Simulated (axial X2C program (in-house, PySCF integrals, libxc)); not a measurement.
# A two-component session on ZnN: properties at the nuclei

Aim: properties at the nuclei of ZnN, with spin–orbit coupling in the Hamiltonian from the start.

Computed with an in-house X2C program for linear molecules on PySCF integrals. Level: two-component X2C with atomic mean-field terms, Zn dyall-cv3z, N dyall-av3z.

All values are calculated.

**1. The job**

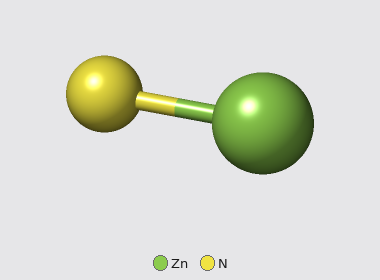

The two atoms at 1.800 Å (zinc green, nitrogen yellow).

The input, task.json:

```json
{"zs": [30, 7], "q": 0, "bas": ["dyall-cv3z", "dyall-av3z"], "r0": 1.8, "levels": ["PBE0", "HF", "PBE", "BHandHLYP", "LDA"], "nst": 3}
```

Keys: zs atomic numbers; q charge; bas basis sets; r0 starting distance in Å; levels methods (HF also brings MP2); nst determinants followed.

Started as:

```
> python soeom.py task.json out
```

Nuclei are Gaussian, cores are contracted, and the Gaunt term is on.

**2. Expectation values, lowest determinant**

R = 2.030 Å. State: Ω = 3/2 (excess of +ω over −ω: ω = 3/2).

Output of the PBE0 run:

```text
two-component X2C + atomic mean field  PBE0
basis functions 165  fitting functions 855  grid points 5077
iter        total energy     max residual
   1      -1849.762482268     1.78e-05
   2      -1849.762482275     1.08e-05
   3      -1849.762482278     9.21e-06
converged
one-electron -2685.43439320  Coulomb 860.07473351  exact exchange -19.23909786  xc functional -59.32998415  nuclear repulsion 54.74247010  atomic mean-field constant -0.57621068
```

The highest occupied spinor is 50% Zn s, 22% Zn p, 20% N p.

```tsv
level	Eeff magnitude (GV/cm)	Ws magnitude Zn (kHz)	A∥/gI Zn (MHz)	qzz Zn (a.u.)	A∥/gI N (MHz)	qzz N (a.u.)	μ (D)
PBE0	2	0.58	484	-1.25	-32.3	-0.66	-1.34
HF	2.46	0.708	255	-1.59	16.7	-0.51	-1.29
PBE	1.77	0.517	513	-1.07	-37.7	-0.69	-1.20
BHandHLYP	2.14	0.615	450	-1.30	-3.62	-0.62	-1.38
LDA	1.73	0.504	502	-1.01	-44	-0.64	-1.07
```

Eeff is the effective electric field on the electron dipole moment in this Ω state and Ws the scalar–pseudoscalar constant (defined with the proton number Z and per Ω); A∥ is the parallel hyperfine constant, which follows by multiplying with the nuclear g factor gI = μI/(I μN); qzz is the electric field gradient, eQq0 = 234.96 MHz × Q/barn × qzz; μ is positive if N is the positive end. The operators were transformed with the bare-nucleus X2C matrices.

**3. Expectation values, a higher determinant**

R = 2.030 Å. State: Ω = 1/2 (excess of +ω over −ω: 2 × ω = -1/2, ω = 3/2), 0.41 eV above the lowest in the PBE0 search for states (made at or near this distance, with looser thresholds).

Output of the PBE0 run:

```text
two-component X2C + atomic mean field  PBE0
basis functions 165  fitting functions 855  grid points 5077
iter        total energy     max residual
   1      -1849.747268350     1.86e-05
   2      -1849.747268350     4.00e-06
converged
one-electron -2685.26234341  Coulomb 859.90521484  exact exchange -19.23466140  xc functional -59.32173779  nuclear repulsion 54.74247010  atomic mean-field constant -0.57621068
```

The highest occupied spinor is 34% Zn s, 33% N p, 27% Zn p.

```tsv
level	Eeff magnitude (GV/cm)	Ws magnitude Zn (kHz)	A∥/gI Zn (MHz)	qzz Zn (a.u.)	A∥/gI N (MHz)	qzz N (a.u.)	μ (D)
PBE0	2.02	1.72	-2290	-1.62	-291	-0.80	-1.91
HF	2.04	1.74	-2550	-2.38	-175	-0.88	-2.75
PBE	1.83	1.56	-2220	-1.36	-314	-0.80	-1.61
BHandHLYP	2.16	1.83	-2270	-1.74	-242	-0.80	-2.15
LDA	1.84	1.56	-2500	-1.41	-331	-0.80	-1.72
```

**4. Expectation values, a higher determinant**

R = 2.030 Å. State: Ω = 1/2 (excess of +ω over −ω: ω = 1/2), 1.19 eV above the lowest in the PBE0 search for states (made at or near this distance, with looser thresholds).

Output of the PBE0 run:

```text
two-component X2C + atomic mean field  PBE0
basis functions 165  fitting functions 855  grid points 5077
iter        total energy     max residual
   1      -1849.718728492     3.72e-05
   2      -1849.718728506     4.31e-05
   3      -1849.718728526     5.69e-05
   4      -1849.718728531     1.50e-05
   5      -1849.718728532     1.12e-05
   6      -1849.718728532     6.77e-06
converged
one-electron -2684.83706100  Coulomb 859.45842348  exact exchange -19.21643205  xc functional -59.28991839  nuclear repulsion 54.74247010  atomic mean-field constant -0.57621068
```

The highest occupied spinor is 86% N p, 12% Zn p.

```tsv
level	Eeff magnitude (GV/cm)	Ws magnitude Zn (kHz)	A∥/gI Zn (MHz)	qzz Zn (a.u.)	A∥/gI N (MHz)	qzz N (a.u.)	μ (D)
PBE0	1.46	1.21	2790	-0.09	429	1.50	-4.34
HF	2.08	1.74	3640	-0.97	151	1.03	-3.99
PBE	0.61	0.498	1350	0.35	500	1.52	-4.29
BHandHLYP	1.86	1.54	3230	-0.40	369	1.52	-4.35
LDA	0.603	0.491	1380	0.39	523	1.53	-4.26
```

**5. Outcome**

| quantity | value |
| --- | --- |
| lowest determinant | Ω = 3/2 (excess of +ω over −ω: ω = 3/2) |
| Eeff magnitude (GV/cm), PBE0 | 2 |
| Ws magnitude Zn (kHz), PBE0 | 0.58 |
| A∥/gI Zn (MHz), PBE0 | 484 |
| qzz Zn (a.u.), PBE0 | -1.25 |
| higher determinant | Ω = 1/2 (excess of +ω over −ω: 2 × ω = -1/2, ω = 3/2) |
| Eeff magnitude (GV/cm), PBE0, higher determinant | 2.02 |
| Ws magnitude Zn (kHz), PBE0, higher determinant | 1.72 |
| A∥/gI Zn (MHz), PBE0, higher determinant | -2290 |
| qzz Zn (a.u.), PBE0, higher determinant | -1.62 |
| higher determinant | Ω = 1/2 (excess of +ω over −ω: ω = 1/2) |
| Eeff magnitude (GV/cm), PBE0, higher determinant | 1.46 |
| Ws magnitude Zn (kHz), PBE0, higher determinant | 1.21 |
| A∥/gI Zn (MHz), PBE0, higher determinant | 2790 |
| qzz Zn (a.u.), PBE0, higher determinant | -0.09 |

What this shows: In the first state, the effective field runs from 1.73 to 2.46 GV/cm over the mean-field levels. The expectation values come from single determinants, which for open shells can mix terms of unlike spin or miss the lowest Ω, so a determinant need not be a state. Eeff is the effective electric field on the electron dipole moment in this Ω state and Ws the scalar–pseudoscalar constant (defined with the proton number Z and per Ω); A∥ is the parallel hyperfine constant, which follows by multiplying with the nuclear g factor gI = μI/(I μN); qzz is the electric field gradient, eQq0 = 234.96 MHz × Q/barn × qzz; μ is positive if N is the positive end. The operators were transformed with the bare-nucleus X2C matrices.
